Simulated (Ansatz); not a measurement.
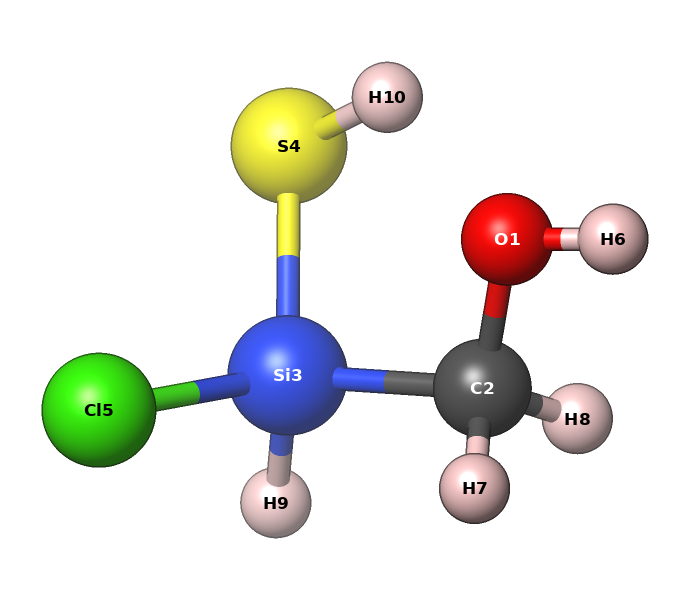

Distant atoms are faded towards the background colour. The geometry was computed by an optimisation with PBE-D4/def2-SVP. No frequency run is at hand to confirm it as a minimum.

Which atoms or bonds are stereogenic?

Centres: Si3.

Assign CIP descriptors.

Si3: R (priorities Cl5 > S4 > C2 > H9).

Write the isomeric SMILES.

OC[Si@H](S)Cl
